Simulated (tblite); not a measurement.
# C4H9BrSi2: the cost of one run

The runs use tblite 0.8.0 and PySCF 2.14.0, with density-fitted response routines of our own; the level of theory stands in each step. All values are computed, except where a source is named. Atoms are numbered from 0 throughout.

## Step 1: The molecule as given

16 atoms, charge 0, multiplicity 1; geometry from: force field or distance geometry start.

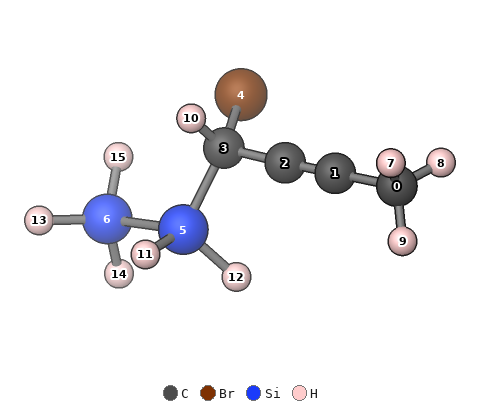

As it starts; carbon dark grey, bromine brown, silicon blue, hydrogen pink, atoms numbered.

## Step 2: Geometry optimisation with GFN2-xTB

Job settings and geometry (Å):

```
{"job": {"kind": "relax", "xc": "GFN2-xTB", "basis": "xTB"}, "charge": 0, "multiplicity": 1}
C      3.762400     0.130200    -0.163500
C      2.327200     0.466600    -0.139700
C      1.166000     0.743900    -0.115300
C     -0.267800     1.113400    -0.114300
Br    -0.875300     1.720500    -1.812300
Si    -1.229900    -0.355500     0.515100
Si    -3.416800    -0.188600     0.048500
H      4.301700     0.817200     0.554700
H      4.196100     0.285800    -1.169700
H      3.852400    -0.926700     0.162900
H     -0.353700     1.966700     0.601800
H     -1.150000    -0.412700     1.990900
H     -0.662100    -1.570200    -0.107100
H     -4.196000     0.184600     1.221500
H     -3.843100    -1.487200    -0.483100
H     -3.618700     0.788400    -1.001800
```

Command:

```
OMP_NUM_THREADS=1 python probes_run.py task.json out
```

The driver reads the jobs from task.json and runs them one after another.

**Question.** How long does this first job take on 1 thread of Arm Neoverse N1, shared host?

About 1.3 s.
